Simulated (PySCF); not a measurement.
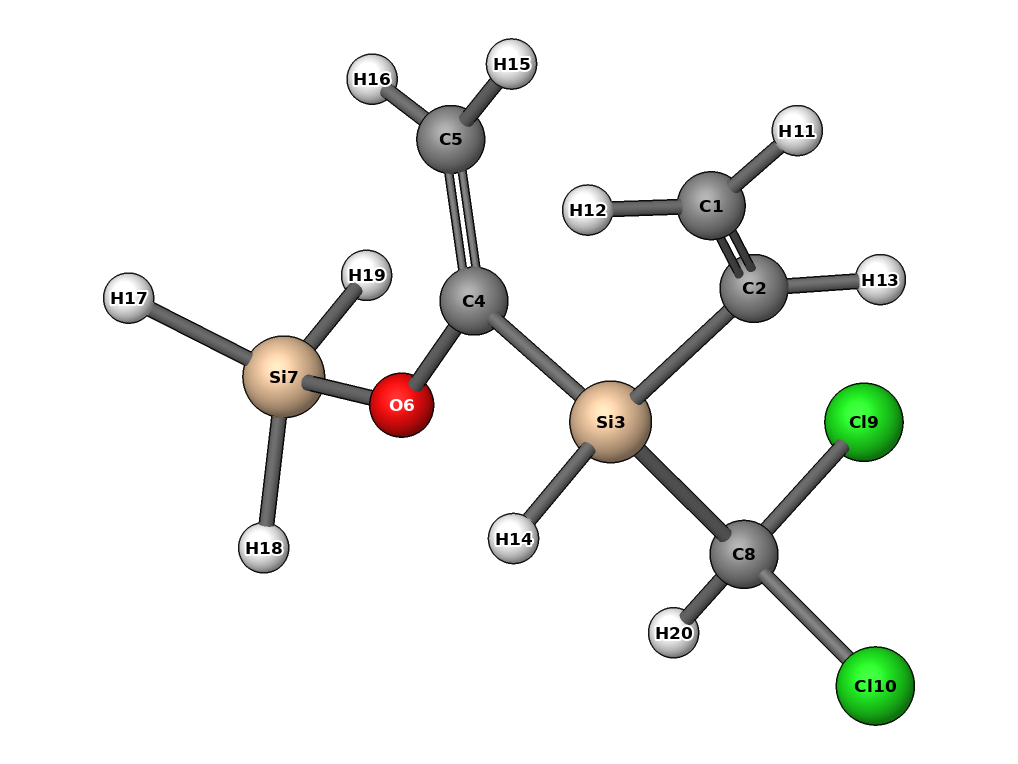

The questions are on Mulliken charges. Computed geometry: GFN2-xTB optimisation. No frequency run is at hand to confirm it as a minimum. Level of theory: PBE0/pcSseg-1, gas phase (PySCF 2.14.0).

Question: Which atom carries the highest charge (most positive or least negative)?

Answer: Si3 (0.98 e).

Question: And the lowest?

Answer: O6 (−0.62 e).

Give the Mulliken charges atom by atom.

| atom | value (e) |
| --- | --- |
| C1 | −0.15 |
| C2 | −0.48 |
| Si3 | 0.98 |
| C4 | −0.11 |
| C5 | −0.18 |
| O6 | −0.62 |
| Si7 | 0.68 |
| C8 | −0.47 |
| Cl9 | −0.08 |
| Cl10 | −0.08 |
| H11 | 0.13 |
| H12 | 0.12 |
| H13 | 0.15 |
| H14 | −0.04 |
| H15 | 0.13 |
| H16 | 0.13 |
| H17 | −0.11 |
| H18 | −0.10 |
| H19 | −0.10 |
| H20 | 0.22 |

Mulliken values depend strongly on the basis set and can even reverse the polarity of a bond. The geometry is semi-empirical. Around Si such bond lengths and angles can be off by a tenth of an ångström or more and by several degrees, and values that hang on the shape move with them.
